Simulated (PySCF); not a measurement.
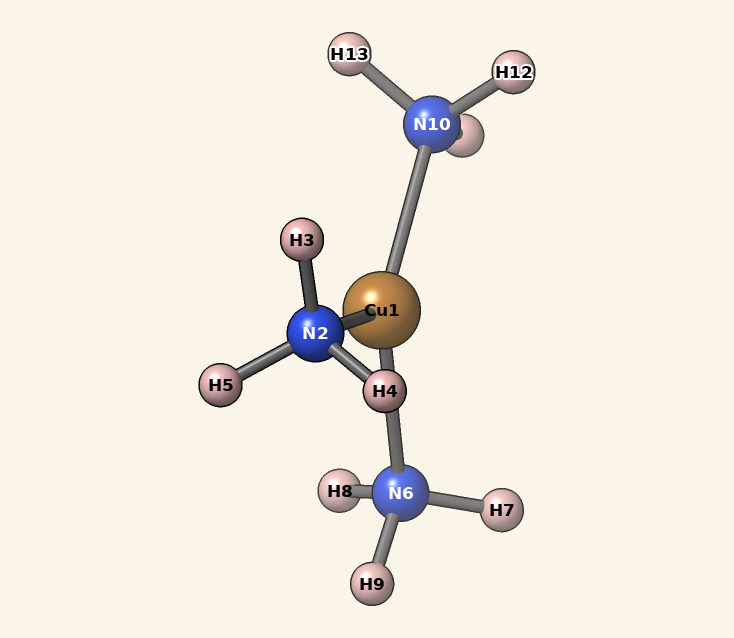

Cu1 lies behind N2. The molecule seen a little off the N2–Cu1 bond, N2 in front. Distant atoms are faded towards the background colour. Charge +1, singlet. The computed structure is the end point of a PBE0-D3(BJ)/def2-SVP optimisation. No frequency run is at hand to confirm it as a minimum.

### What is the torsion angle H3–N2–Cu1–N6? The sign is positive where the front bond must turn clockwise to cover the back bond.

−176°, antiperiplanar (anti).
